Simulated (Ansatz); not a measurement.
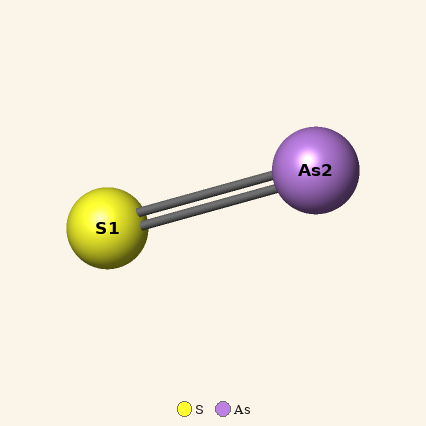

Charge 0, doublet. Harmonic vibrations computed with UKS PBE0-D4/def2-TZVP (Ansatz 0.2.0) at a stationary point of the same level.

Q: How many imaginary frequencies does it have?

A: A minimum: no imaginary frequency, and the lowest mode lies at 600 cm⁻¹.

Q: How many vibrational modes are there, and where do they lie?

A: 1 modes: 600 cm⁻¹.
